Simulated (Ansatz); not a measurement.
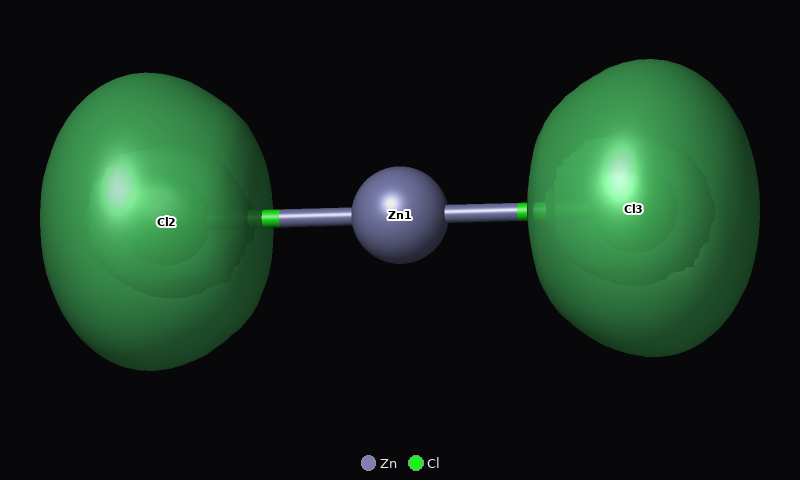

Figure 1: Cl₂Zn. Isosurface of the electron localisation function at 0.75 (green), seen from one side. Only the valence region is drawn (cores and ρ < 0.01 e/Å³ removed).

These are results of Ansatz, RKS BLYP/def2-SVP, not measurements.

Identify the bonds, lone pairs and shells in this picture.

At this value the surface marks out two regions wrapped around Cl (the valence shell of each). Along the contacts the grid gives the following. Zn–Cl (2.12 Å): the ELF peaks at about 0.75 in the valence shell of Cl, 0.9 Å from its nucleus, and is about 0.40 at the midpoint.
